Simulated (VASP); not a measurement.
Band structure of Ba (space group Im-3m). Level of theory: PBE GGA, VASP's PBE PAW potentials (set 64) (plane waves; VASP 6.6.1).

Unless said otherwise, spin-orbit coupling is left out, though it shifts the bands of the heavy elements here.

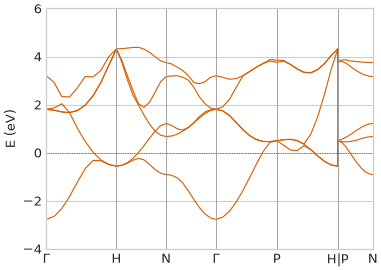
*Bands along high-symmetry lines, zero at the valence-band maximum or, without a gap, the Fermi level*

Problem. Read the plot: is there a gap, and where are the band edges?

Solution. It has no gap at this level: it comes out as a metal or semimetal.

The structure is a typed Ba crystal. The cell was not relaxed at this level.
